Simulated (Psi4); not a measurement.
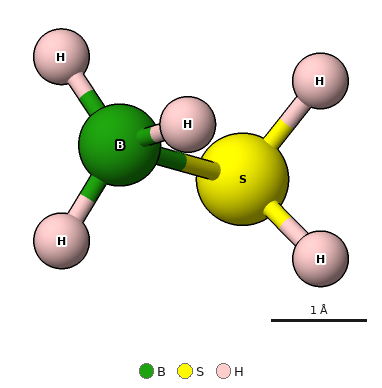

**Figure 1.** The input geometry (ball-and-stick view, seen at a tilt). Bond lengths as drawn: B–H 1.18 Å, B–S 2.04 Å and H–S 1.34 Å.

## Run report: BH5S, single-point calculation

- system: BH5S (B(H2S)H3)
- method: wB97X-V/aug-cc-pVDZ, RKS (Psi4 1.11)

The geometry comes from this level: GFN2-xTB.

Input (job.json):
```
{
  "schema_name": "qcschema_input",
  "schema_version": 1,
  "molecule": {
    "schema_name": "qcschema_molecule",
    "schema_version": 2,
    "symbols": ["B", "S", "H", "H", "H", "H", "H"],
    "geometry": [0.24118575, -0.4105241, -1.54407632, 0.25331779, -0.43711255, 2.31005791, 0.95667385, 1.96060975, 2.67400026, -2.18155653, 0.12791556, 2.67367901, 2.41920849, -0.41003277, -2.03262721, -0.85604593, 1.47317379, -2.04423013, -0.8328023, -2.30404858, -2.03680351],
    "molecular_charge": 0,
    "molecular_multiplicity": 1,
    "fix_symmetry": "c1",
    "fix_com": true,
    "fix_orientation": true
  },
  "driver": "energy",
  "model": {
    "method": "wb97x-v",
    "basis": "aug-cc-pVDZ"
  },
  "keywords": {
    "puream": true,
    "e_convergence": 1e-09,
    "d_convergence": 1e-08,
    "scf_type": "pk",
    "dft_radial_points": 99,
    "dft_spherical_points": 590
  }
}
```

Command:
```bash
psi4 --qcschema job.json -n 1 --memory 1600MB
```

What the program printed:
```
Psi4 1.11 release

   => Loading Basis Set <=

    Name: AUG-CC-PVDZ
    Role: ORBITAL
    Keyword: BASIS

         ---------------------------------------------------------
                                   SCF
                              RKS Reference
                        1 Threads,   1525 MiB Core
         ---------------------------------------------------------

  ==> Geometry <==

    Molecular point group: c1
    Full point group: C1

    Geometry (in Bohr), charge = 0, multiplicity = 1:

       Center              X                  Y                   Z               Mass
    ------------   -----------------  -----------------  -----------------  -----------------
         B            0.241185750000    -0.410524100000    -1.544076320000    11.009305360000
         S            0.253317790000    -0.437112550000     2.310057910000    31.972071174400
         H            0.956673850000     1.960609750000     2.674000260000     1.007825032230
         H           -2.181556530000     0.127915560000     2.673679010000     1.007825032230
         H            2.419208490000    -0.410032770000    -2.032627210000     1.007825032230
         H           -0.856045930000     1.473173790000    -2.044230130000     1.007825032230
         H           -0.832802300000    -2.304048580000    -2.036803510000     1.007825032230

  Running in c1 symmetry.

  Rotational constants: A =      1.80257  B =      0.25132  C =      0.24537 [cm^-1]
  Rotational constants: A =  54039.55064  B =   7534.38694  C =   7355.89361 [MHz]
  Nuclear repulsion =   54.189536810865818

  Charge       = 0
  Multiplicity = 1
  Electrons    = 26
  Nalpha       = 13
  Nbeta        = 13

  ==> Algorithm <==

  SCF Algorithm Type is PK.
  DIIS enabled.
  MOM disabled.
  Fractional occupation disabled.
  Guess Type is SAD.
  Energy threshold   = 1.00e-09
  Density threshold  = 1.00e-08
  Integral threshold = 1.00e-12

  ==> Primary Basis <==

  Basis Set: AUG-CC-PVDZ
    Blend: AUG-CC-PVDZ
    Number of shells: 45
    Number of basis functions: 95
    Number of Cartesian functions: 99
    Spherical Harmonics?: true
    Max angular momentum: 2

  ==> DFT Potential <==

   => LibXC <=

    Version 7.1.2

   => Composite Functional: WB97X-V <=

    wB97X-V Hyb-GGA Exchange-Correlation Functional

    Deriv               =              1
    GGA                 =           TRUE
    Meta                =          FALSE

    Exchange Hybrid     =           TRUE
    MP2 Hybrid          =          FALSE

   => Exchange-Correlation Functionals <=

    1.0000   wB97X-V range-separated functional

   => Exact (HF) Exchange <=

    0.8330            HF,LR [omega = 0.3000]
    0.1670               HF

   => LibXC Density Thresholds  <==

    XC_HYB_GGA_XC_WB97X_V:  1.00E-14

   => VV10 Non-Local Parameters <=

    VV10 B              =     6.0000E+00
    VV10 C              =     1.0000E-02

   => Molecular Quadrature <=

    Radial Scheme          =       TREUTLER
    Pruning Scheme         =           NONE
    Nuclear Scheme         =       TREUTLER

    Blocking Scheme        =         OCTREE
    BS radius alpha        =              1
    Pruning alpha          =              1
    Radial Points          =             99
    Spherical Points       =            590
    Total Points           =         393448
    Total Blocks           =           2864
    Max Points             =            256
    Max Functions          =             95
    Weights Tolerance      =       1.00E-15

  ==> Integral Setup <==

  Using in-core PK algorithm.
   Calculation information:
      Number of atoms:                   7
      Number of AO shells:              45
      Number of primitives:            113
      Number of atomic orbitals:        99
      Number of basis functions:        95

      Integral cutoff                 1.00e-12
      Number of threads:                 1

  Performing in-core PK
  Using 31197240 doubles for integral storage.
  We computed 536130 shell quartets total.
  Whereas there are 536130 unique shell quartets.

  Computing range-separated integrals for PK
  We computed 536130 wK shell quartets total.
  Whereas there are 536130 wK unique shell quartets.

  ==> DiskJK: Disk-Based J/K Matrices <==

    J tasked:                  Yes
    K tasked:                  Yes
    wK tasked:                 Yes
    Omega:               3.000E-01
    Memory [MiB]:              621
    Schwarz Cutoff:          1E-12

  Cached 33.3% of DFT collocation blocks in 0.351 [GiB].

  Minimum eigenvalue in the overlap matrix is 6.2967108871E-05.
  Reciprocal condition number of the overlap matrix is 6.3700241524E-06.
    Using symmetric orthogonalization.

  ==> Pre-Iterations <==

  SCF Guess: Superposition of Atomic Densities via on-the-fly atomic UHF (no occupation information).

   -------------------------
    Irrep   Nso     Nmo
   -------------------------
     A         95      95
   -------------------------
    Total      95      95
   -------------------------

  ==> Iterations <==

                        Total Energy        Delta E     RMS |[F,P]|

   @RKS iter SAD:  -425.51574330395675   -4.25516e+02   0.00000e+00
   @RKS iter   1:  -425.83330428519957   -3.17561e-01   4.01387e-03 DIIS/ADIIS
   @RKS iter   2:  -425.92109016542543   -8.77859e-02   2.05811e-03 DIIS/ADIIS
   @RKS iter   3:  -425.94798533320176   -2.68952e-02   2.19977e-04 DIIS/ADIIS
   @RKS iter   4:  -425.94852836337901   -5.43030e-04   6.26393e-05 DIIS
   @RKS iter   5:  -425.94857906793391   -5.07046e-05   1.18548e-05 DIIS
   @RKS iter   6:  -425.94858135897294   -2.29104e-06   2.53319e-06 DIIS
   @RKS iter   7:  -425.94858145059374   -9.16208e-08   7.09409e-07 DIIS
   @RKS iter   8:  -425.94858145670594   -6.11220e-09   1.93486e-07 DIIS
   @RKS iter   9:  -425.94858145714181   -4.35875e-10   5.17860e-08 DIIS
   @RKS iter  10:  -425.94858145718030   -3.84830e-11   1.21887e-08 DIIS
   @RKS iter  11:  -425.94858145718325   -2.95586e-12   1.89221e-09 DIIS
  Energy and wave function converged.

  ==> Post-Iterations <==

   Electrons on quadrature grid:
      Ntotal   =   26.0000008407 ; deviation = 8.407e-07

    Orbital Energies [Eh]
    ---------------------

    Doubly Occupied:

       1A    -88.954592     2A     -8.119936     3A     -6.800697
       4A     -6.075716     5A     -6.072830     6A     -6.067397
       7A     -0.941808     8A     -0.631755     9A     -0.603387
      10A     -0.525276    11A     -0.430222    12A     -0.408827
      13A     -0.398935

    Virtual:

      14A      0.021411    15A      0.046382    16A      0.052909
      17A      0.060386    18A      0.070865    19A      0.080779
      20A      0.089405    21A      0.102414    22A      0.108852
      23A      0.121143    24A      0.121353    25A      0.138542
      26A      0.161350    27A      0.166077    28A      0.194162
      29A      0.207615    30A      0.222393    31A      0.242997
      32A      0.268638    33A      0.277562    34A      0.301471
      35A      0.310661    36A      0.344605    37A      0.345330
      38A      0.366684    39A      0.396935    40A      0.415843
      41A      0.427385    42A      0.435047    43A      0.443025
      44A      0.472176    45A      0.482245    46A      0.500771
      47A      0.503553    48A      0.509798    49A      0.531592
      50A      0.536765    51A      0.568870    52A      0.606636
      53A      0.609372    54A      0.621293    55A      0.647403
      56A      0.656313    57A      0.664230    58A      0.766304
      59A      0.794740    60A      0.799907    61A      0.828506
      62A      0.874943    63A      0.887526    64A      0.938526
      65A      0.995315    66A      1.064678    67A      1.070957
      68A      1.084808    69A      1.111152    70A      1.143125
      71A      1.149393    72A      1.171399    73A      1.179525
      74A      1.200901    75A      1.315336    76A      1.337984
      77A      1.457110    78A      1.588314    79A      1.632619
      80A      1.637406    81A      1.693980    82A      1.727319
      83A      1.734108    84A      1.861974    85A      1.893912
      86A      1.998174    87A      2.027099    88A      2.055524
      89A      2.211717    90A      2.260040    91A      2.317159
      92A      2.347523    93A      2.483526    94A      2.487622
      95A      2.554821

    Final Occupation by Irrep:
              A
    DOCC [    13 ]
    NA   [    13 ]
    NB   [    13 ]

  @RKS Final Energy:  -425.94858145718325

   => Energetics <=

    Nuclear Repulsion Energy =             54.1895368108658175
    One-Electron Energy =                -692.6322233335266674
    Two-Electron Energy =                 235.4981566084076121
    DFT Exchange-Correlation Energy =     -23.1103874255807682
    Empirical Dispersion Energy =           0.0000000000000000
    VV10 Nonlocal Energy =                  0.1063358826507846
    Total Energy =                       -425.9485814571832520

Computation Completed

Properties will be evaluated at   0.000000,   0.000000,   0.000000 [a0]

Properties computed using the SCF density matrix

 Multipole Moments:

 ------------------------------------------------------------------------------------
     Multipole            Electronic (a.u.)      Nuclear  (a.u.)        Total (a.u.)
 ------------------------------------------------------------------------------------

 L = 1.  Multiply by 2.5417464519 to convert [e a0] to [Debye]
 Dipole X            :         -5.0128687            4.7644910           -0.2483778
 Dipole Y            :          8.6216518           -8.1988036            0.4228483
 Dipole Z            :        -27.0674069           28.4745634            1.4071565
 Magnitude           :                                                    1.4901616

 ------------------------------------------------------------------------------------

	total time  =        152 seconds =       2.53 minutes

    Psi4 run time: 0:02:32.08
```

File result.json:
```
{
 "driver": "energy",
 "model": {
  "method": "wb97x-v",
  "basis": "aug-cc-pVDZ"
 },
 "success": true,
 "return_result": -425.94858145718325,
 "properties": {
  "calcinfo_nbasis": 95,
  "calcinfo_nmo": 95,
  "calcinfo_nalpha": 13,
  "calcinfo_nbeta": 13,
  "calcinfo_natom": 7,
  "nuclear_repulsion_energy": 54.18953681086582,
  "return_energy": -425.94858145718325,
  "scf_one_electron_energy": -692.6322233335267,
  "scf_two_electron_energy": 235.4981566084076,
  "scf_vv10_energy": 0.10633588265078457,
  "scf_xc_energy": -23.110387425580768,
  "scf_dipole_moment": [-0.24837776752363983, 0.4228482629605459, 1.407156466410921],
  "scf_total_energy": -425.94858145718325,
  "scf_iterations": 11
 }
}
```

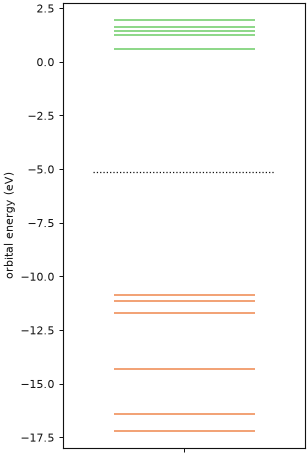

**Figure 2.** Orbital energies near the frontier; the dotted line parts filled from empty levels, and levels within 0.02 eV of each other stand side by side. Highest filled −10.86 eV, lowest empty 0.58 eV, 11.44 eV apart.

Results in brief:

```json
{"quantity": "outcome", "value": "converged"}
{"quantity": "total energy", "value": "−425.948581 hartree"}
{"quantity": "basis functions", "value": "95"}
{"quantity": "HOMO", "value": "−10.86 eV"}
{"quantity": "LUMO", "value": "0.58 eV"}
{"quantity": "dipole moment", "value": "3.79 D"}
{"quantity": "hardware", "value": "1 thread of Intel Xeon (Sapphire Rapids), 192 GiB of memory available, shared host"}
{"quantity": "wall time", "value": "2.6 min"}
{"quantity": "peak memory", "value": "0.92 GiB"}
```
